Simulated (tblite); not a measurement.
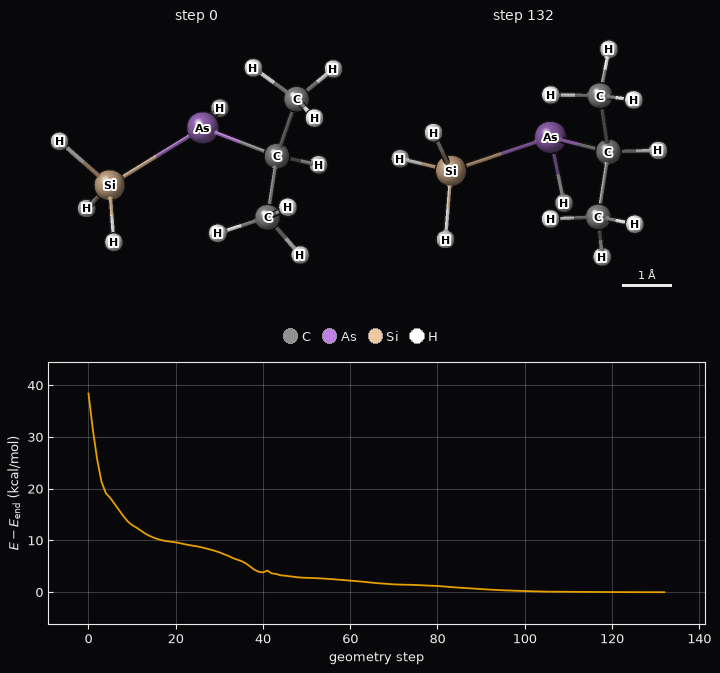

First and last geometry of a relaxation of C₃H₁₁AsSi, with the history of the run. A ball-and-stick model, seen at a tilt.

These are results of tblite, GFN2-xTB geometry optimisation, gas phase, not measurements. 

Q: What do the curves and the structures tell?

A: It converged. The atom that moves furthest after the best rigid fit is an H atom (2.00 Å). By element the largest moves are H 2.00 Å, As 0.77 Å, C 0.49 Å, Si 0.42 Å. Near-neighbour distances that change, for instance: As–C 1.936 → 2.009 Å, As–H 1.572 → 1.510 Å, As–Si 2.265 → 2.325 Å, C–H 1.128 → 1.091 Å. Among the angles between lasting bonds that change: Si–As–H 115.0° → 92.7°, C–As–H 114.0° → 94.3°, C–As–Si 116.9° → 100.6°. Groups turn about C–C by about 55°, C–C by about 40°. Over 132 geometry steps the energy falls by 38.4 kcal/mol.
